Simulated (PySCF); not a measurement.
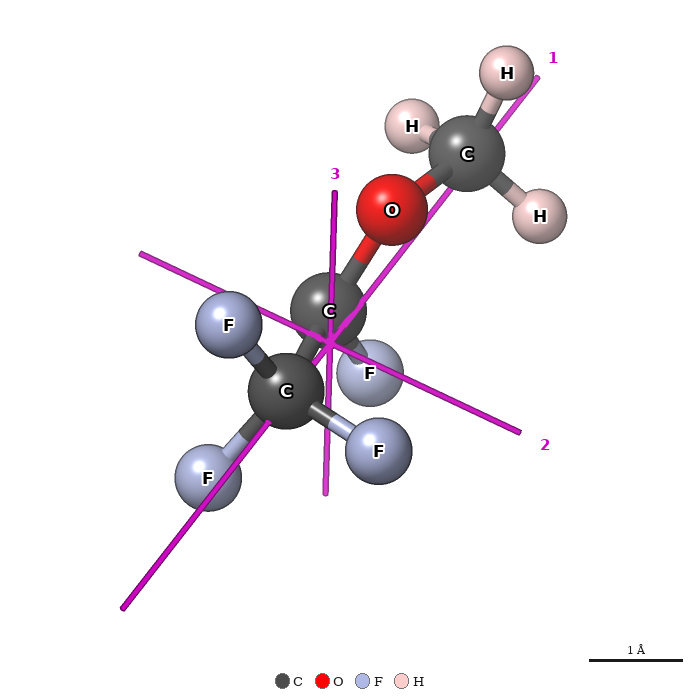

The three principal axes of inertia are drawn and numbered. Distant atoms are faded towards the background colour. The species is neutral and a spin doublet. Computed geometry: GFN2-xTB optimisation. No frequency run is at hand to confirm it as a minimum. Masses are those of the most abundant isotopes; constants are for the rigid equilibrium geometry.

Question: Which line is the a axis (least moment of inertia), which b and which c?

Answer: a is line 1, b is line 3, c is line 2; the moments are 146, 341, 395 u Å².

Question: What kind of rotor is it, and what are its rotational constants in GHz?

Answer: An asymmetric top (C1): A = 3.47, B = 1.48, C = 1.28 GHz. Ray's parameter κ is −0.82, nearer the prolate limit.
